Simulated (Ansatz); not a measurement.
**CH6BSi (charge −1): density, localisation and related maps**

```yaml
atoms:
  - { symbol: C, position_ang: [-0.5223, 0.2685, 1.0659] }
  - { symbol: B, position_ang: [-0.6368, -0.9762, 0.2952] }
  - { symbol: Si, position_ang: [-1.6201, 1.6912, 0.8144] }
  - { symbol: H, position_ang: [-1.4923, -1.1297, -0.5757] }
  - { symbol: H, position_ang: [0.1157, -1.9355, 0.4766] }
  - { symbol: H, position_ang: [0.2537, 0.3775, 1.8398] }
  - { symbol: H, position_ang: [-2.4409, 2.1503, 2.0156] }
  - { symbol: H, position_ang: [-0.9613, 3.0093, 0.4198] }
  - { symbol: H, position_ang: [-2.6489, 1.4608, -0.2631] }
```

Geometry: PBE0-D3(BJ)/def2-SVPD.

All numbers below come from Ansatz, isolated molecule in a Gaussian basis; Kohn-Sham density functional theory, functional PBE0.

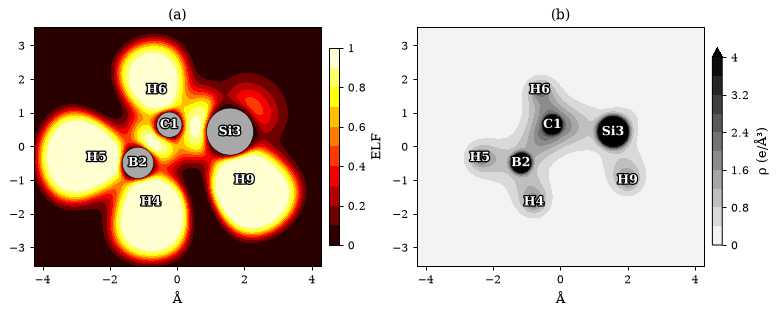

Figure 1. (a) ELF; (b) electron density on the plane of atoms B2, C1 and Si3. Grey discs cover the atomic cores in the ELF map.

Read the bonding off the picture.

Atoms in the plane: C, B, Si and H.
C–B (1.47 Å): ρ at the midpoint is about 1.6 e/Å³; the ELF peaks at about 0.95 between the atoms; a covalent bond.
C–Si (1.81 Å): ρ at the midpoint is about 1 e/Å³; the ELF peaks at about 0.95 between the atoms: localised, covalent bonding.
C–H (1.10 Å): ρ at the midpoint is about 1.8 e/Å³; the ELF climbs to about 1 towards the hydrogen, as it does in any bond to H; a covalent bond by its length.
B–H (1.23 Å): the density is about 1.1 e/Å³ at the midpoint; the ELF climbs to about 1 towards the hydrogen; a covalent bond by its length.
Si–H (1.51 Å): ρ at the midpoint is about 0.76 e/Å³; the ELF climbs to about 1 towards the hydrogen.

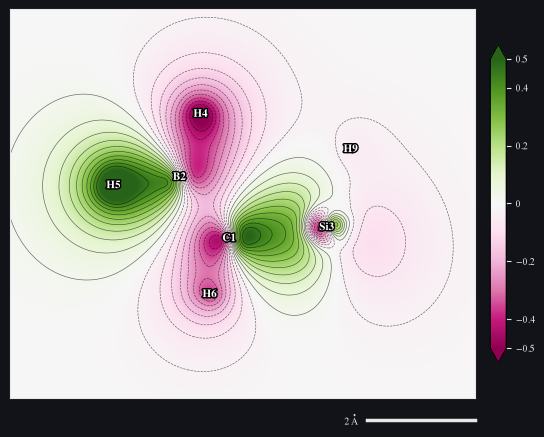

Figure 2. The HOMO−1 on the plane of atoms B2, C1 and H6 (values in Å⁻³ᐟ²; the overall sign is arbitrary).

Where does this orbital lie, and at what energy?

Its weight (Hirshfeld) is mainly on B2 (about 25 %), H5 (about 25 %), C1 (about 15 %), H4 (about 15 %) and Si3 (about 10 %). Its energy is −2.77 eV.
